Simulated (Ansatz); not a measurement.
# P2H4 (diphosphine): methods side by side

The species is P2H4 (6 atoms), meant as a singlet with charge 0. As SMILES, `PP`. The shape is that of a PBE0-D4/def2-TZVP optimisation. This is one conformer, not always the lowest.

```xyz
6

P     0.3651   -1.0488   -0.0823
P    -0.3652    1.0491    0.0781
H    -0.4970   -1.5216    0.9450
H    -0.5721   -1.3929   -1.0949
H     0.5028    1.5246   -0.9429
H     0.5664    1.3896    1.0970
```

Quantity: the energy change with the P2–H5 bond stretched from 1.422 to 2.133 Å, in eV. The values are calculated.

| level | kind | program | value (eV) | CPU time (all runs) |
| --- | --- | --- | --- | --- |
| HF/STO-3G (restricted) | Hartree–Fock | Ansatz | 3.96 | 0.21 s |
| revPBE/STO-3G (restricted) | GGA | Ansatz | 2.62 | 2.1 s |
| r2SCAN/STO-3G (restricted) | meta-GGA | Ansatz | 2.88 | 5.5 s |
| B3LYP/STO-3G (restricted) | global hybrid | Ansatz | 2.90 | 2.2 s |
| BHLYP/STO-3G (restricted) | global hybrid | Ansatz | 3.37 | 2 s |
| wB97X/STO-3G (restricted) | range-separated hybrid | Ansatz | 3.30 | 9.5 s |
| B2PLYP/STO-3G (restricted) | double hybrid | Ansatz | 3.05 | 2.7 s |
| RPA@PBE/STO-3G (restricted) | RPA | Ansatz | 2.68 | 3 s |
| BCCD(T)/STO-3G (restricted) | coupled cluster or CI | Ansatz | 2.59 | 0.31 s |
| CCSD/STO-3G (restricted) | coupled cluster or CI | Ansatz | 2.60 | 0.26 s |

The first shape isn't each level's own minimum. The values span 2.59 to 3.96 eV. All rows use very small basis sets, so even the best lies far from the true value. Times are those of the runs behind each value, whatever else they computed, on shared processors of several kinds: orders of magnitude only.

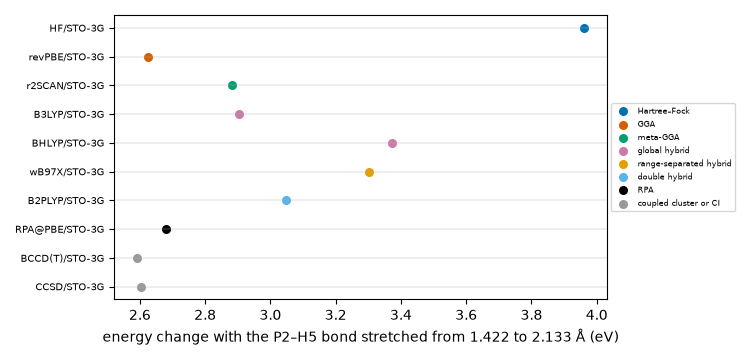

The values of the table, level by level.
